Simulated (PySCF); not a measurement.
# SiF3 (trifluorosilyl): UPBE/aug-cc-pVDZ

Aim: the energy change on altering one bond length of SiF3 (trifluorosilyl) at UPBE/aug-cc-pVDZ, from 2 runs. Input form: a Python script.

The results are computed with PySCF 2.14.0.

1 further run of the same task is left out (set aside as unsound or not needed).

## 1. The molecule

SiF3: 4 atoms, total charge 0, spin state doublet. As SMILES, `F[Si](F)F`. Geometry: relaxed at GFN2-xTB.

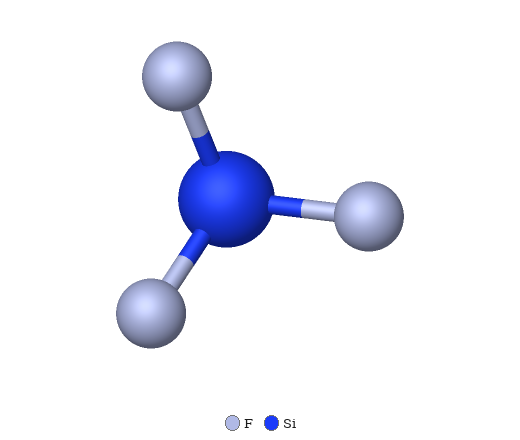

Viewed from a chosen angle; fluorine light blue, silicon blue.

## 2. The energy at UPBE/aug-cc-pVDZ

calc.py

```python
from pyscf import gto, dft

system = gto.Mole()
system.atom = '''
F    0.787890  -0.508980   1.119030
Si  -0.325240   0.244050   0.268860
F   -0.962750  -0.889100  -0.646850
F    0.500100   1.154030  -0.741040
'''
system.spin = 1
system.verbose = 3
system.charge = 0
system.basis = 'aug-cc-pvdz'
system.max_memory = 1860
system.build()

calc0 = dft.UKS(system, xc='pbe')
calc0.grids.level = 5
calc0.conv_tol = 1e-10
calc0.kernel()
if not calc0.converged:
    calc0 = calc0.newton().run(calc0.mo_coeff, calc0.mo_occ)

e_tot = calc0.e_tot
print('E(%s) = %.9f' % ('PBE', e_tot))
```

On the command line:

```
$ OMP_NUM_THREADS=1 python calc.py
```

The log of the run:

```text
WARN: HOMO -0.207201376457527 >= LUMO -0.207201376457526

converged SCF energy = -588.745846605749  <S^2> = 0.75117396  2S+1 = 2.0011736
E(PBE) = -588.745846606
```

It took 23 s on 1 thread of Arm Neoverse V1, shared host; peak memory 0.49 GiB.

## 3. The distorted shape at the same level

input.py

```python
from pyscf import gto, dft

mol = gto.Mole()
mol.atom = '''
F      1.804437    -1.175294     2.355659
Si    -0.614615     0.461188     0.508072
F     -1.819334    -1.680155    -1.222369
F      0.945052     2.180801    -1.400363
'''
mol.unit = 'bohr'
mol.basis = 'aug-cc-pvdz'
mol.spin = 1
mol.max_memory = 1860
mol.verbose = 4
mol.build()

mf = dft.UKS(mol, xc='pbe')
mf.conv_tol = 1e-10
mf.grids.level = 5
mf.kernel()
if not mf.converged:
    mf = mf.newton().run(mf.mo_coeff, mf.mo_occ)

e_tot = mf.e_tot
print('Final energy', e_tot)
```

On the command line:

```
$ OMP_NUM_THREADS=1 python input.py
```

The log of the run:

```text
PySCF version 2.14.0

[INPUT] num. atoms = 4
[INPUT] num. electrons = 41
[INPUT] charge = 0
[INPUT] spin (= nelec alpha-beta = 2S) = 1
[INPUT] symmetry False subgroup None
[INPUT] Mole.unit = bohr
[INPUT] Symbol           X                Y                Z      unit          X                Y                Z       unit  Magmom
[INPUT]  1 F      0.954866938941  -0.621938800931   1.246561059499 AA    1.804437000000  -1.175294000000   2.355659000000 Bohr   0.0
[INPUT]  2 Si    -0.325240251490   0.244050179550   0.268860123907 AA   -0.614615000000   0.461188000000   0.508072000000 Bohr   0.0
[INPUT]  3 F     -0.962750091852  -0.889099736813  -0.646849818135 AA   -1.819334000000  -1.680155000000  -1.222369000000 Bohr   0.0
[INPUT]  4 F      0.500099981534   1.154030190752  -0.741040186616 AA    0.945052000000   2.180801000000  -1.400363000000 Bohr   0.0

nuclear repulsion = 169.038601243897
number of shells = 32
number of NR pGTOs = 155
number of NR cGTOs = 96
basis = aug-cc-pvdz
ecp = {}

******** <class 'pyscf.dft.uks.UKS'> ********
method = UKS
initial guess = minao
damping factor = 0
level_shift factor = 0
DIIS = <class 'pyscf.scf.diis.CDIIS'>
diis_start_cycle = 1
diis_space = 8
diis_damp = 0
SCF conv_tol = 1e-10
SCF conv_tol_grad = None
SCF max_cycles = 50
direct_scf = True
direct_scf_tol = 1e-13
number electrons alpha = 21  beta = 20
XC library pyscf.dft.libxc version 7.0.0
    S. Lehtola, C. Steigemann, M. J.T. Oliveira, and M. A.L. Marques.,  SoftwareX 7, 1–5 (2018)
XC functionals = pbe
    J. P. Perdew, K. Burke, and M. Ernzerhof.,  Phys. Rev. Lett. 77, 3865 (1996)
    J. P. Perdew, K. Burke, and M. Ernzerhof.,  Phys. Rev. Lett. 78, 1396 (1997)
    J. P. Perdew, K. Burke, and M. Ernzerhof.,  Phys. Rev. Lett. 77, 3865 (1996)
    J. P. Perdew, K. Burke, and M. Ernzerhof.,  Phys. Rev. Lett. 78, 1396 (1997)
radial grids:
    Treutler-Ahlrichs [JCP 102, 346 (1995); DOI:10.1063/1.469408] (M4) radial grids

becke partition: Becke, JCP 88, 2547 (1988); DOI:10.1063/1.454033
pruning grids: <function nwchem_prune>
grids dens level: 5
symmetrized grids: False
atomic radii adjust function: <function treutler_atomic_radii_adjust>
small_rho_cutoff = 0
Set gradient conv threshold to 1e-05
tot grids = 175192
init E= -588.964408030367
[... the frontier-level lines of each cycle are left out ...]

cycle= 1 E= -588.587029362848  delta_E= 0.377  |g|= 0.621  |ddm|= 1.55
cycle= 2 E= -587.465295650702  delta_E= 1.12  |g|=  1.8  |ddm|= 1.67
cycle= 3 E= -588.687317047852  delta_E= -1.22  |g|= 0.368  |ddm|= 1.32
cycle= 4 E= -588.734749339873  delta_E= -0.0474  |g|= 0.08  |ddm|= 0.324
cycle= 5 E= -588.736659341785  delta_E= -0.00191  |g|= 0.0175  |ddm|= 0.0713
cycle= 6 E= -588.736815245598  delta_E= -0.000156  |g|= 0.00331  |ddm|= 0.0185
cycle= 7 E= -588.736819553575  delta_E= -4.31e-06  |g|= 0.000753  |ddm|= 0.00404
cycle= 8 E= -588.736819834364  delta_E= -2.81e-07  |g|= 0.000112  |ddm|= 0.000954
cycle= 9 E= -588.73681983973  delta_E= -5.37e-09  |g|= 4.17e-05  |ddm|= 0.000138
cycle= 10 E= -588.736819839851  delta_E= -1.21e-10  |g|= 4.47e-05  |ddm|= 6.29e-05
cycle= 11 E= -588.736819840525  delta_E= -6.74e-10  |g|= 6.85e-06  |ddm|= 3.49e-05
cycle= 12 E= -588.736819840544  delta_E= -1.93e-11  |g|= 1.16e-06  |ddm|= 6.61e-06
Extra cycle  E= -588.736819840545  delta_E= -6.82e-13  |g|= 2e-06  |ddm|= 3.12e-06
converged SCF energy = -588.736819840545  <S^2> = 0.75143397  2S+1 = 2.0014335
Final energy -588.736819840545
```

Wall time 27 s (1 thread of Arm Neoverse V1, shared host); peak memory 0.49 GiB.

## 4. What came out

At UPBE/aug-cc-pVDZ:

| quantity | value |
| --- | --- |
| first shape: total energy | -588.74585 Eh |
| first shape: dipole moment | 1.58 D |
| first shape: HOMO energy (highest over α and β) | -7.03 eV |
| first shape: LUMO energy (lowest over α and β) | -4.99 eV |
| first shape: ⟨S²⟩ | 0.751 |
| distorted shape: total energy | -588.73682 Eh |
| distorted shape: dipole moment | 2.20 D |
| distorted shape: HOMO energy (highest over α and β) | -7.46 eV |
| distorted shape: LUMO energy (lowest over α and β) | -5.57 eV |
| distorted shape: ⟨S²⟩ | 0.751 |
| energy change with the F1–Si2 bond stretched from 1.590 to 1.829 Å | 0.246 eV |

In words: With the F1–Si2 bond stretched from 1.590 to 1.829 Å the energy rises by 0.25 eV (5.7 kcal/mol). The first shape isn't relaxed at this level, so the change isn't measured from a minimum. Mulliken charges (first shape) run from -0.49 on F1 to +1.48 on Si2; in a basis this large or diffuse they mean little. Mulliken charges (distorted shape) run from -0.47 on F4 to +1.41 on Si2; in a basis this large or diffuse they mean little.
